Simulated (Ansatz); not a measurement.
# MP2/STO-3G run of BH3F− (SMILES [H][B-]([H])([H])F)

What is the vertical singlet–triplet gap of BH3F− at MP2/STO-3G? 

The results are computed with Ansatz 0.2.0.

3 further runs of the same task are left out: 2 that didn't finish, 1 set aside as unsound or not needed.

## 1. The molecule

BH3F− has 5 atoms, charge -1, and is taken as a singlet. As SMILES, `[H][B-]([H])([H])F`. The shape is that of a GFN2-xTB optimisation.

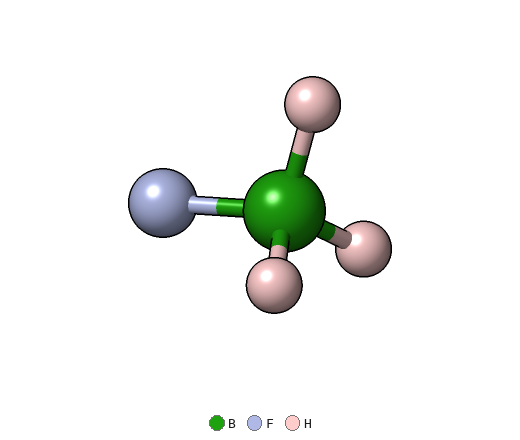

The structure, seen from a chosen angle (boron green, fluorine light blue, hydrogen pink).

## 2. A single-point energy at MP2/STO-3G

Input file molecule.yaml:

```yaml
crystal:
  periodic: [false, false, false]
  atoms:
    - {symbol: B, position_ang: [-0.000350, 0.000360, -0.057130]}
    - {symbol: F, position_ang: [0.012500, -0.020940, 1.389230]}
    - {symbol: H, position_ang: [1.160070, 0.011720, -0.454270]}
    - {symbol: H, position_ang: [-0.590550, 1.012650, -0.424140]}
    - {symbol: H, position_ang: [-0.581670, -1.003790, -0.453700]}
basis:
  gaussian:
    orbitals: STO-3G
total_charge: -1
correlation:
  method: mp2
  frozen_orbitals: {B: 1, F: 1, H: 0}
accuracy: high
```

On the command line:

```console
$ ansatz run molecule.yaml --threads 1 --pin off --max-ram 2610MiB --events-out events.jsonl --progress --plain --runs-dir runs
```

The log of the run:

```text
Warning: RAYON_NUM_THREADS=1 ignored (pool sized by the plan → 1); use --threads N
Functional definition: HF
  name "HF"
  exchange = exact_x
  correlation = 0
207 factors; integrals over basis functions are off by at most 2.4e-8 eV
mean field evaluation 1: about -3374.5294 eV, gradient 1.4e1 eV
mean field evaluation 2: about -3374.5952 eV, gradient 1.4e1 eV
mean field evaluation 4: about -3375.4594 eV, gradient 6.2e-1 eV
mean field evaluation 8: about -3375.4603 eV, gradient 2.7e-6 eV
mean field -3375.46027601 eV, -124.0458771742 hartree, gradient 1.5e-8 eV, S^2 0.000000; 0 other end points of the search recorded, 0 dependent functions left out
2 core orbitals not correlated: weight in the atoms' cores, before any rotation towards them, 1.000 or more for the frozen orbitals, at most 0.000 for the correlated occupied ones
reference -3375.46027601 eV, -124.0458771742 hartree; 7, 7 occupied and 4, 4 virtual orbitals, 207 factors
second order -1.47597665 eV of doubles, -0.00000000 eV of singles
Total energy: -3376.93625265 eV, -124.1001183155 hartree
```

Run time: 0.06 s. Hardware: 1 thread of Arm Neoverse V1, shared host.

## 3. The triplet, same level

Input file input.yaml:

```yaml
basis:
  gaussian: {orbitals: STO-3G}
crystal:
  periodic: [false, false, false]
  atoms:
    - {symbol: B, position_ang: [-0.000350, 0.000360, -0.057130]}
    - {symbol: F, position_ang: [0.012500, -0.020940, 1.389230]}
    - {symbol: H, position_ang: [1.160070, 0.011720, -0.454270]}
    - {symbol: H, position_ang: [-0.590550, 1.012650, -0.424140]}
    - {symbol: H, position_ang: [-0.581670, -1.003790, -0.453700]}
total_charge: -1
magnetization: {spin_polarized: true, initial_magnetization: 2}
correlation: {method: mp2, frozen_orbitals: {B: 1, F: 1, H: 0}}
accuracy: high
```

On the command line:

```console
$ ansatz run input.yaml --threads 1 --pin off --max-ram 2610MiB --events-out events.jsonl --progress --plain --runs-dir runs
```

The log of the run, cut to the lines that bear on the results:

```text
Warning: RAYON_NUM_THREADS=1 ignored (pool sized by the plan → 1); use --threads N
Functional definition: HF
  name "HF"
[...]
207 factors; integrals over basis functions are off by at most 2.4e-8 eV
[...]
mean field -3362.54334332 eV, -123.5711886533 hartree, gradient 2.0e-8 eV, S^2 2.005853; 7 other end points of the search recorded, 0 dependent functions left out
2 core orbitals not correlated: weight in the atoms' cores, before any rotation towards them, 1.000 or more for the frozen orbitals, at most 0.000 for the correlated occupied ones
reference -3362.54334332 eV, -123.5711886533 hartree; 8, 6 occupied and 3, 5 virtual orbitals, 207 factors
second order -1.00345432 eV of doubles, -0.00000000 eV of singles
Total energy: -3363.54679764 eV, -123.6080649193 hartree
```

Wall time 0.4 s (1 thread of Arm Neoverse V1, shared host).

## 4. Outcome

Level: MP2/STO-3G, 2 core orbitals frozen.

```
                                            quantity          value
                               singlet: total energy  -124.10012 Eh
singlet: correlation energy (2 core orbitals frozen)      -54.2 mEh
                               triplet: total energy  -123.60806 Eh
triplet: correlation energy (2 core orbitals frozen)      -36.9 mEh
          triplet: ⟨S²⟩ of the reference determinant          2.006
    vertical energy of the triplet above the singlet      13.389 eV
```

In words: At this shape the triplet lies 13.39 eV (1292 kJ/mol) above the singlet. For an anion a state so high probably lies above electron detachment. In a minimal basis such a difference can be off by several eV, whatever the method.
